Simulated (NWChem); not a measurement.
# [BH2F2]− (SMILES F[BH2-]F): UBP86-D2/MINI

What is the energy difference between two shapes of [BH2F2]− at UBP86-D2/MINI? 

Program for the calculation: NWChem 7.3.0.

3 further runs of the same task are left out: 3 set aside as unsound or not needed.

## (1) The structure to begin with

The species is [BH2F2]− (5 atoms), meant as a singlet with charge -1. SMILES: `F[BH2-]F`. Geometry: relaxed at GFN2-xTB.

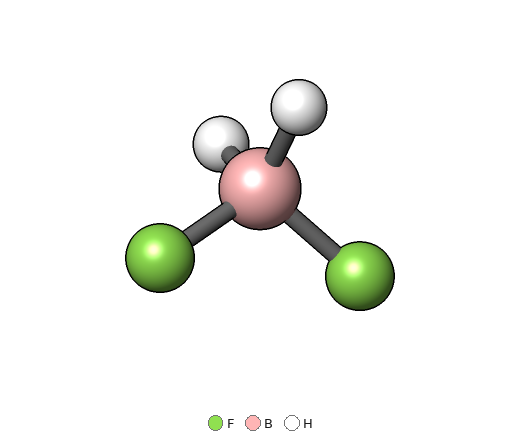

The structure, seen from a chosen angle (fluorine green, boron pink, hydrogen white).

## (2) The charge distribution at UBP86-D2/MINI

run.nw

```
start run
title "BF2H2"
memory total 2200 mb
charge -1

geometry units angstroms noautoz
F    -1.176970    0.624500    0.383180
B     0.033530    0.014270   -0.056090
F     0.407580   -0.947330    0.926670
H    -0.171950   -0.560090   -1.118950
H     0.907810    0.868650   -0.134810
end

basis spherical bse
F library MINI
B library MINI
H library MINI
end

dft
xc becke88 perdew86
odft
disp vdw 2
grid medium
convergence energy 1e-06
mulliken
print medium
end

property
dipole
mulliken
octupole
efield
end

task dft property
```

Started as:

```console
$ nwchem run.nw > run.out
```

What it wrote:

```text
[...]
 Group name             C2v
[...]
          Wavefunction type:  spin polarized.
          No. of atoms     :     5
          No. of electrons :    26
[...]
          Charge           :    -1
          Spin multiplicity:     1
[...]
          AO basis - number of functions:    17
[...]
              XC Information
              --------------
                    Becke 1988 Exchange Functional  1.000
                Perdew 1981 Correlation Functional  1.000 local
                Perdew 1986 Correlation Functional  1.000 non-local
[...]
 d= 0,ls=0.0,diis     1   -224.2688553723 -2.90D+02  3.58D-02  6.00D-02     0.1
[...]
 d= 0,ls=0.0,diis     6   -224.3225355225 -4.59D-09  6.49D-07  3.98D-11     0.2
[...]
         Total DFT energy =     -224.322535522526
      One electron energy =     -449.220192866582
           Coulomb energy =      185.481185459705
    Exchange-Corr. energy =      -26.054936725785
 Nuclear repulsion energy =       65.473362447323
    Dispersion correction =       -0.001953837187
[...]
      Total Density - Mulliken Population Analysis
     ---------------------------------------------
    Atom       Charge   Shell Charges
 -----------   ------   -------------------------------------------------------
    1 F    9     9.41   2.00  1.93  5.48
    2 B    5     4.89   1.99  0.84  2.06
    3 F    9     9.41   2.00  1.93  5.48
    4 H    1     1.15   1.15
    5 H    1     1.15   1.15
[...]
      <S2> =     -0.0000 (Exact =     0.0000)
[...]
   Dipole moment        2.0343973606 Debye(s)
             DMX        0.0000000000 DMXEFC        0.0000000000
             DMY       -0.0000000000 DMYEFC        0.0000000000
             DMZ       -2.0343973606 DMZEFC        0.0000000000
   -EFC- dipole         0.0000000000 DEBYE(S)
   Total dipole         2.0343973606 DEBYE(S)
[...]
```

Run time: 0.7 s. Hardware: 1 thread of AMD EPYC 9R45 (Zen 5), shared host; peak memory 0.11 GiB.

Atomic charges (e):

```csv
atom,Mulliken,Löwdin
F1,-0.410,-0.300
B2,+0.115,-0.120
F3,-0.410,-0.300
H4,-0.147,-0.130
H5,-0.147,-0.130
```

## (3) The distorted shape

bf2h2.nw

```
start bf2h2
title "BF2H2 BP86"
memory stack 880 mb heap 220 mb global 1100 mb
charge -1

geometry units angstrom
  zmatrix
    F
    B 1 r2
    F 2 r3 1 a3
    H 2 r4 3 a4 1 d4
    H 2 r5 4 a5 3 d5
  variables
    r2 1.670686
    r3 1.33612
    a3 111.03743
    r4 1.33497
    a4 110.40001
    d4 -117.62804
    r5 1.041215
    a5 110.2862
    d5 122.00797
  end
end

basis "ao basis" spherical bse
  * library MINI
end

dft
  xc becke88 perdew86
  odft
  disp vdw 2
  grid medium
  convergence energy 1e-06
  mulliken
  noprint "final vectors analysis"
end

property
  dipole
  mulliken
  octupole
  efield
end

task dft property
```

Started as:

```console
$ nwchem bf2h2.nw > bf2h2.out
```

What it wrote:

```text
[...]
          Wavefunction type:  spin polarized.
          No. of atoms     :     5
          No. of electrons :    26
[...]
          Charge           :    -1
          Spin multiplicity:     1
[...]
          AO basis - number of functions:    17
[...]
              XC Information
              --------------
                    Becke 1988 Exchange Functional  1.000
                Perdew 1981 Correlation Functional  1.000 local
                Perdew 1986 Correlation Functional  1.000 non-local
[...]
 d= 0,ls=0.0,diis     1   -224.2022314451 -2.87D+02  5.03D-02  6.72D-02     0.1
[...]
 d= 0,ls=0.0,diis     7   -224.2708944324 -6.40D-08  7.88D-06  1.35D-09     0.6
[...]
         Total DFT energy =     -224.270894432409
      One electron energy =     -443.768200681239
           Coulomb energy =      182.705699196212
    Exchange-Corr. energy =      -26.031211364188
 Nuclear repulsion energy =       62.825016345645
    Dispersion correction =       -0.002197928839
[...]
      Total Density - Mulliken Population Analysis
     ---------------------------------------------
    Atom       Charge   Shell Charges
 -----------   ------   -------------------------------------------------------
    1 F    9     9.40   2.00  1.96  5.45
    2 B    5     4.93   1.99  0.85  2.09
    3 F    9     9.39   2.00  1.92  5.47
    4 H    1     1.15   1.15
    5 H    1     1.13   1.13
[...]
      <S2> =      0.0000 (Exact =     0.0000)
[...]
   Dipole moment        2.0790098717 Debye(s)
             DMX        2.0099674124 DMXEFC        0.0000000000
             DMY       -0.5059262360 DMYEFC        0.0000000000
             DMZ       -0.1623320405 DMZEFC        0.0000000000
   -EFC- dipole         0.0000000000 DEBYE(S)
   Total dipole         2.0790098717 DEBYE(S)
[...]
```

Run time: 1.1 s. Hardware: 1 thread of AMD EPYC 9R45 (Zen 5), shared host; peak memory 0.11 GiB.

Atomic charges (e):

```csv
atom,Mulliken,Löwdin
F1,-0.405,-0.350
B2,+0.073,-0.160
F3,-0.391,-0.250
H4,-0.148,-0.140
H5,-0.129,-0.100
```

## (4) Results

At UBP86-D2/MINI:

```
                                                          quantity          value
                                         first shape: total energy  -224.32254 Eh
                                          first shape: HOMO energy        1.09 eV
                                          first shape: LUMO energy       11.12 eV
first shape: HOMO–LUMO gap (to an unbound level, set by the basis)       10.02 eV
                                    first shape: dispersion energy   -5.13 kJ/mol
                                     distorted shape: total energy  -224.27089 Eh
                                distorted shape: dispersion energy   -5.77 kJ/mol
                            energy change with the atoms displaced       1.405 eV
```

With the atoms displaced the energy rises by 1.41 eV (32 kcal/mol). The first shape isn't relaxed at this level, so the change isn't measured from a minimum. The minimal basis adds a large error of its own. Mulliken charges (first shape) run from -0.41 on F1 to +0.11 on B2. The HOMO (first shape) lies at positive energy, 1.09 eV, as semi-local functionals often give for anions; only total energies tell whether the electron is bound.
